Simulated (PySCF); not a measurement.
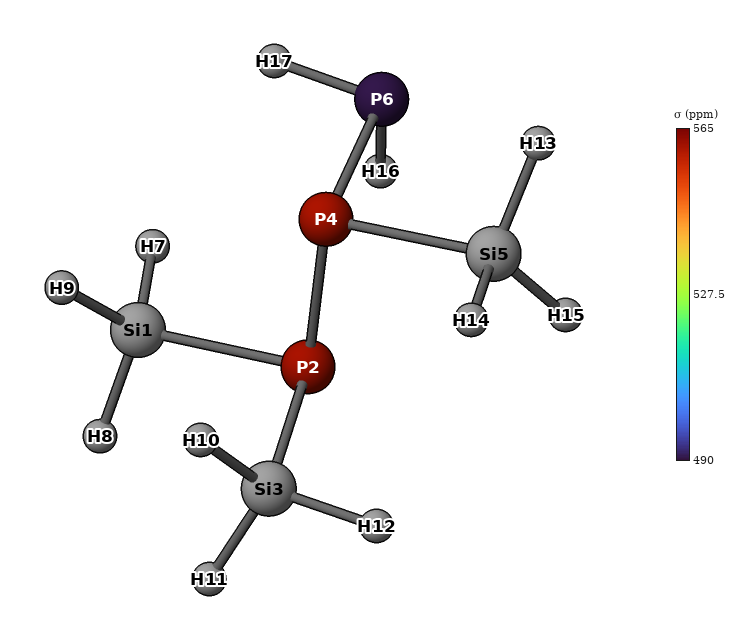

Atoms are coloured by their isotropic NMR shieldings (P only, the others grey). The computed structure is the end point of a GFN2-xTB optimisation. No frequency run is at hand to confirm it as a minimum. Level of theory: GIAO PBE0/pcSseg-1 NMR shielding, non-relativistic, gas phase (PySCF 2.14.0).

List the isotropic NMR shieldings of the P atoms.

```json
{"atom": "P2", "σ (ppm)": "560.9"}
{"atom": "P4", "σ (ppm)": "560.6"}
{"atom": "P6", "σ (ppm)": "490.8"}
```

The geometry is semi-empirical. Around P, Si such bond lengths and angles can be off by a tenth of an ångström or more and by several degrees, and values that hang on the shape move with them.
